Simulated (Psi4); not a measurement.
# UTPSS/def2-SVPD (core potential) run of CH2NSn (SMILES N#[C][SnH2])

Aim: the vertical electron affinity of CH2NSn at UTPSS/def2-SVPD (core potential), from 2 runs. 

The results are computed with Psi4 1.11.

3 further runs of the same task are left out: 1 that didn't finish, 2 set aside as unsound or not needed.

## (1) The system as given

CH2NSn: 5 atoms, total charge 0, spin state doublet. As SMILES, `N#[C][SnH2]`. The coordinates come from a PBE0-D4/def2-TZVP relaxation.

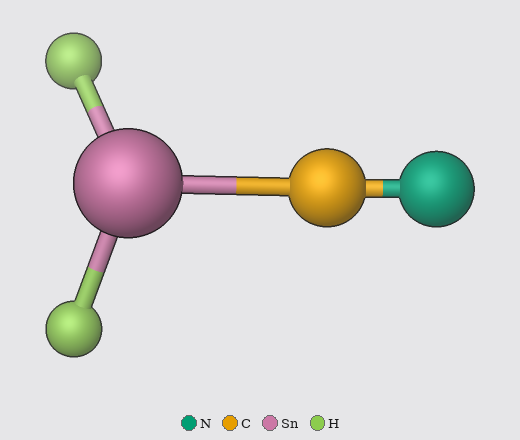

The structure, seen from a chosen angle (nitrogen teal, carbon amber, tin pink, hydrogen green).

## (2) A single-point energy at UTPSS/def2-SVPD (core potential)

The input, ch2nsn.py:

```python
import psi4

psi4.set_memory('2200 MB')
psi4.set_num_threads(1)
psi4.set_output_file('run.log', False)

m = psi4.geometry("""
0 2
N      1.57565364    -2.90205241     3.14752783
C      0.95620142    -1.60910180     1.50422200
Sn     0.01814137     0.62568832    -1.67486426
H     -3.11521352     0.07218754    -2.23743573
H      0.65951442     3.67438348    -0.81749552
units au
symmetry c1
""")

psi4.set_options({
    'basis': 'def2-SVPD',
    'reference': 'uks',
    'puream': True,
    'e_convergence': 1e-09,
    'd_convergence': 1e-08,
    'scf_type': 'pk',
    'dft_radial_points': 99,
    'dft_spherical_points': 590,
    'maxiter': 100,
})

result = psi4.energy('tpss', molecule=m)
print(f'tpss energy: {result:.10f} Eh')
for k, v in sorted(psi4.core.scalar_variables().items()):
    print(f'{k:45s} {v:18.10f}')
```

Launch:

```sh
$ python ch2nsn.py
```

run.log, shortened:

```text
[...]
    !!!  WARNING: ECP capability is in beta. Please check occupations closely.  !!!
[...]
  Running in c1 symmetry.
[...]
  Nuclear repulsion =   94.907877874130961
[...]
  Multiplicity = 2
[...]
  Nalpha       = 19
  Nbeta        = 18
[...]
    Number of basis functions: 88
[...]
   @UKS iter   1:  -307.89268126607101   -1.06496e+00   7.38538e-03 DIIS/ADIIS
[...]
   @UKS iter  14:  -308.14994181494097   -2.10321e-12   4.26229e-09 DIIS
[...]
   @S^2 Observed:                7.518054268E-01
[...]
    Orbital Energies [Eh]
    ---------------------
    Alpha Occupied:
       1A    -14.116911     2A    -10.023512     3A     -4.967269
       4A     -3.341009     5A     -3.338981     6A     -3.335825
       7A     -0.985956     8A     -0.983415     9A     -0.982627
      10A     -0.979646    11A     -0.979558    12A     -0.830758
      13A     -0.530563    14A     -0.395395    15A     -0.345270
      16A     -0.321373    17A     -0.309402    18A     -0.308117
      19A     -0.224214
    Alpha Virtual:
      20A     -0.047818    21A     -0.044686    22A     -0.035972
      23A     -0.006801    24A      0.017468    25A      0.020712
[...]
  @UKS Final Energy:  -308.14994181494097
   => Energetics <=
    Nuclear Repulsion Energy =             94.9078778741309605
    One-Electron Energy =                -690.6967521568915345
    Two-Electron Energy =                 318.5749905911795281
    DFT Exchange-Correlation Energy =     -30.9360581233598992
    Empirical Dispersion Energy =           0.0000000000000000
    VV10 Nonlocal Energy =                  0.0000000000000000
    Total Energy =                       -308.1499418149409735
[...]
 Multipole Moments:
 ------------------------------------------------------------------------------------
     Multipole            Electronic (a.u.)      Nuclear  (a.u.)        Total (a.u.)
 ------------------------------------------------------------------------------------
 L = 1.  Multiply by 2.5417464519 to convert [e a0] to [Debye]
 Dipole X            :         -6.7543051            6.3960812           -0.3582239
 Dipole Y            :         18.0643886          -17.1723876            0.8920010
 Dipole Z            :        -27.9328507           26.6182836           -1.3145671
 Magnitude           :                                                    1.6285198
[...]
```

Standard output:

```text
tpss energy: -308.1499418149 Eh
CURRENT ENERGY                                   -308.1499418149
CURRENT REFERENCE ENERGY                         -308.1499418149
DD SOLVATION ENERGY                                 0.0000000000
DFT FUNCTIONAL TOTAL ENERGY                      -308.1499418149
DFT TOTAL ENERGY                                 -308.1499418149
DFT VV10 ENERGY                                     0.0000000000
DFT XC ENERGY                                     -30.9360581234
GRID ELECTRONS ALPHA                               18.9999999165
GRID ELECTRONS BETA                                17.9999999540
GRID ELECTRONS TOTAL                               36.9999998705
NUCLEAR REPULSION ENERGY                           94.9078778741
ONE-ELECTRON ENERGY                              -690.6967521569
PCM POLARIZATION ENERGY                             0.0000000000
PE ENERGY                                           0.0000000000
SCF ITERATION ENERGY                             -308.1499418149
SCF ITERATIONS                                     14.0000000000
SCF TOTAL ENERGY                                 -308.1499418149
TWO-ELECTRON ENERGY                               318.5749905912
XC GRID RADIAL POINTS                              99.0000000000
XC GRID SPHERICAL POINTS                          590.0000000000
XC GRID TOTAL POINTS                           281408.0000000000
```

Run time: 2 min. Hardware: 1 thread of AMD EPYC 7R43 (Zen 3), shared host; peak memory 1.1 GiB.

## (3) The singlet anion, same level

The input, calc.in:

```
memory 2200 MB

molecule {
  -1 1
  N      0.833800    -1.535700     1.665600
  C      0.506000    -0.851500     0.796000
  Sn     0.009600     0.331100    -0.886300
  H     -1.648500     0.038200    -1.184000
  H      0.349000     1.944400    -0.432600
  symmetry c1
}

set basis def2-SVPD
set puream true
set e_convergence 1e-09
set d_convergence 1e-08
set scf_type pk
set dft_radial_points 99
set dft_spherical_points 590

E, wfn = energy("tpss", return_wfn=True)
```

Launch:

```sh
$ psi4 -n 1 calc.in calc.out
```

calc.out, shortened:

```text
[...]
    !!!  WARNING: ECP capability is in beta. Please check occupations closely.  !!!
[...]
  Running in c1 symmetry.
[...]
  Nuclear repulsion =   94.907877767547262
[...]
  Multiplicity = 1
[...]
  Nalpha       = 19
  Nbeta        = 19
[...]
    Number of basis functions: 88
[...]
   @RKS iter   1:  -307.80243461717373   -9.71656e-01   8.89930e-03 DIIS/ADIIS
[...]
   @RKS iter  12:  -308.22535892110193   -3.12639e-12   5.67518e-09 DIIS
[...]
    Orbital Energies [Eh]
    ---------------------
    Doubly Occupied:
       1A    -13.922258     2A     -9.833929     3A     -4.715555
       4A     -3.089945     5A     -3.087040     6A     -3.082500
       7A     -0.736297     8A     -0.733569     9A     -0.727242
      10A     -0.725800    11A     -0.724380    12A     -0.642177
      13A     -0.304638    14A     -0.187452    15A     -0.139513
      16A     -0.132083    17A     -0.123282    18A     -0.109420
      19A      0.023801
[...]
  @RKS Final Energy:  -308.22535892110193
   => Energetics <=
    Nuclear Repulsion Energy =             94.9078777675472622
    One-Electron Energy =                -699.0147365355542206
    Two-Electron Energy =                 327.0424628541413199
    DFT Exchange-Correlation Energy =     -31.1609630072362513
    Empirical Dispersion Energy =           0.0000000000000000
    VV10 Nonlocal Energy =                  0.0000000000000000
    Total Energy =                       -308.2253589211019289
[...]
 Multipole Moments:
 ------------------------------------------------------------------------------------
     Multipole            Electronic (a.u.)      Nuclear  (a.u.)        Total (a.u.)
 ------------------------------------------------------------------------------------
 L = 1.  Multiply by 2.5417464519 to convert [e a0] to [Debye]
 Dipole X            :         -6.8631165            6.3960812           -0.4670353
 Dipole Y            :         17.9916543          -17.1723876            0.8192667
 Dipole Z            :        -27.4588770           26.6182836           -0.8405934
 Magnitude           :                                                    1.2632962
[...]
```

Wall time 55 s (1 thread of AMD EPYC 7R43 (Zen 3), shared host); peak memory 1.1 GiB.

## (4) Outcome

Level: UTPSS/def2-SVPD (core potential).

| quantity | value |
| --- | --- |
| doublet CH2NSn: total energy | -308.14994 Eh |
| doublet CH2NSn: dipole moment | 4.14 D |
| doublet CH2NSn: HOMO energy (highest over α and β) | -6.10 eV |
| doublet CH2NSn: LUMO energy (lowest over α and β) | -4.80 eV |
| doublet CH2NSn: ⟨S²⟩ | 0.752 |
| singlet anion: total energy | -308.22536 Eh |
| singlet anion: HOMO energy | 0.65 eV |
| singlet anion: LUMO energy | 3.63 eV |
| singlet anion: HOMO–LUMO gap (to an unbound level, set by the basis) | 2.98 eV |
| vertical electron affinity (to the singlet anion) | 2.052 eV |

What this shows: At fixed nuclei the extra electron is bound by 2.05 eV (198 kJ/mol). The HOMO (singlet anion) lies at positive energy, 0.65 eV, as semi-local functionals often give for anions; only total energies tell whether the electron is bound.
